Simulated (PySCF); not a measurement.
**C6H12BNSi (SMILES CB([SiH3])/C(C)=C\CC#N): density, localisation and related maps**

```xyz
21

C    -1.5803   -0.5377    1.5399
B    -0.8808    0.0197    0.2435
Si   -1.6568    1.5611   -0.7108
C     0.3497   -0.7571   -0.3147
C     0.1044   -2.1916   -0.7122
C     1.5749   -0.2443   -0.4418
C     1.9349    1.1529   -0.0080
C     2.2691    1.1379    1.3944
N     2.5291    1.0852    2.5068
H    -2.1111    0.2198    2.1133
H    -0.9050   -1.0607    2.2153
H    -2.3337   -1.2657    1.2293
H    -3.0614    1.3345   -1.0845
H    -1.6524    2.7986    0.0876
H    -0.9760    1.9159   -1.9682
H     0.9826   -2.6257   -1.1854
H    -0.1453   -2.7824    0.1682
H    -0.7348   -2.2567   -1.4037
H     2.4017   -0.8461   -0.7990
H     2.7959    1.5281   -0.5682
H     1.0866    1.8312   -0.1477
```

Geometry: GFN2-xTB.

Computed with PBE0/pcSseg-1, SCF density, gas phase, non-relativistic (PySCF).

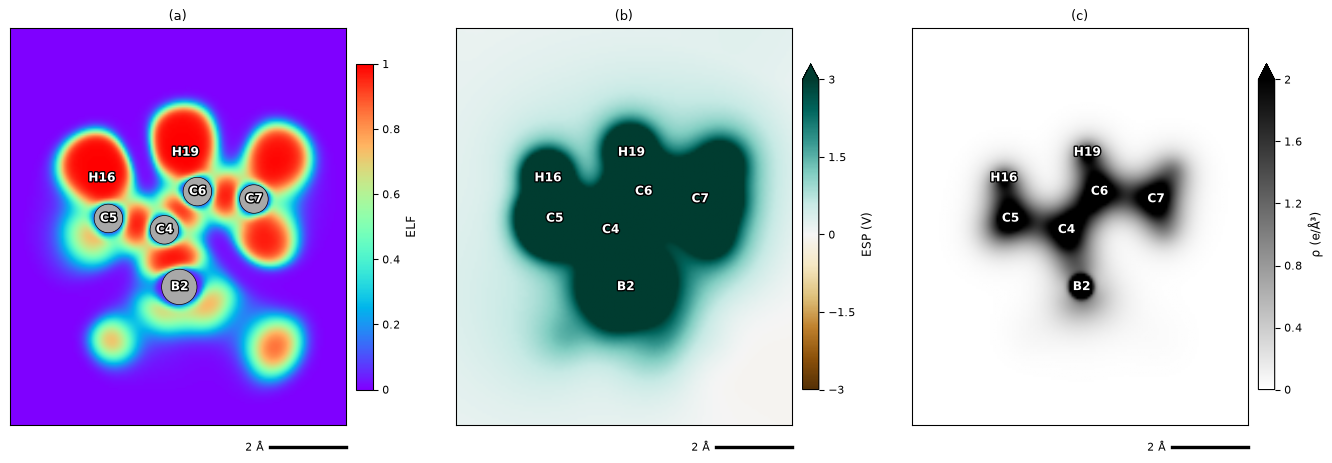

Figure 1. (a) ELF; (b) electrostatic potential; (c) electron density on the plane of atoms B2, C4 and C6. Grey discs cover the atomic cores in the ELF map.

### Read the bonding off the picture.

The plane passes through B, C and H nuclei. C–C (1.33 Å): the density is about 2.3 e/Å³ at the midpoint; the ELF peaks at about 0.90 between the atoms; a short, multiple covalent bond. C–B (1.56 Å): the density is about 1.4 e/Å³ at the midpoint; the ELF peaks at about 1 between the atoms: a covalent bond. C–H (1.08 Å): ρ is about 2 e/Å³ halfway; the ELF climbs to about 1 towards the hydrogen, as it does in any bond to H (a covalent bond by its length). C–C (1.51 Å): ρ is about 1.7 e/Å³ halfway; the ELF peaks at about 0.95 between the atoms: localised, covalent bonding. The potential has no marked negative region in this plane.

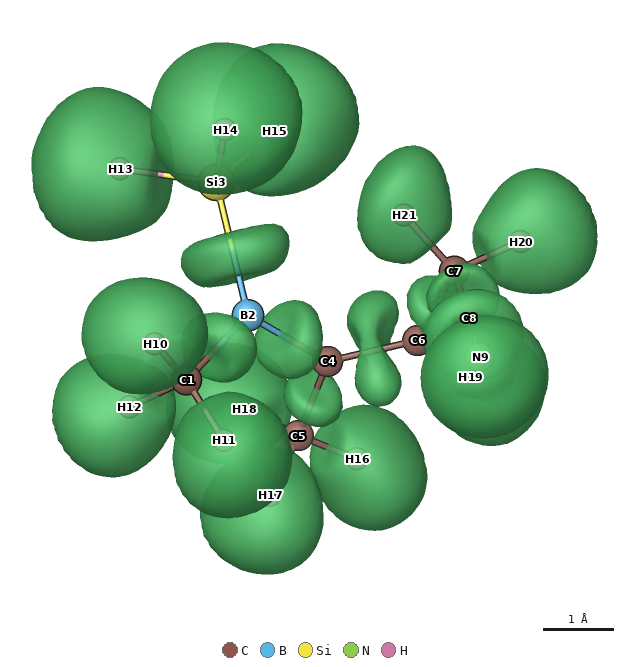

Figure 2. Isosurface of the ELF at 0.8 (green), seen at a tilt. Core shells and regions of very low density are left out.

### Where are the electrons localised?

The ELF exceeds this value in two regions between bonded B–C atoms (shared pairs), one region between bonded B–Si atoms (shared pairs), four regions between bonded C–C atoms (shared pairs), one region between bonded C–N atoms (shared pairs), twelve regions around hydrogen nuclei and one lobe on N, pointing away from the bonds (lone pairs). Profiles from the grid: C–N (1.14 Å): the ELF peaks at about 0.85 between the atoms: a multiple bond.

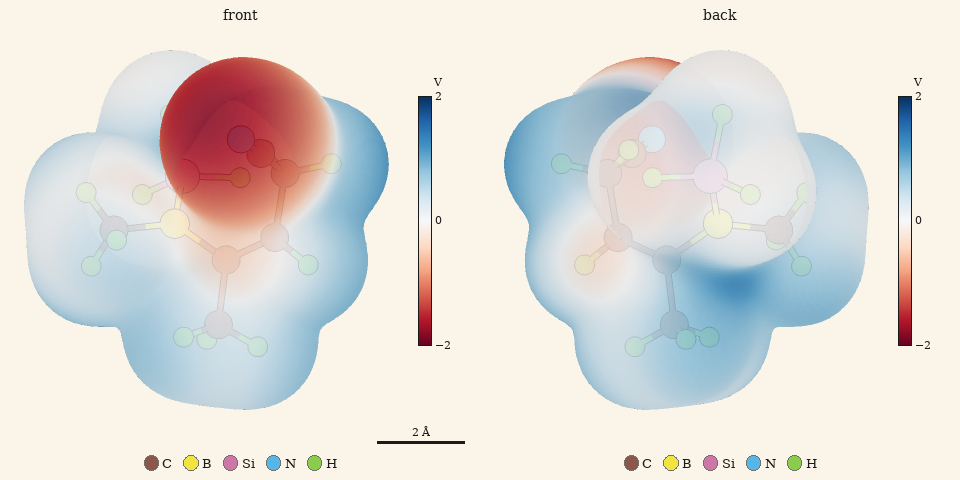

Figure 3. The electrostatic potential painted on the density surface at 0.001 e/bohr³, seen from the front and from behind; red is negative and blue positive.

### Describe the electrostatic potential map.

The most negative region (about −1.7 V) lies over N9, the most positive (about +1.2 V) over B2. N9 is the likeliest acceptor of a hydrogen bond.

### What dipole moment does the calculation give?

Its dipole moment is 3.57 D.
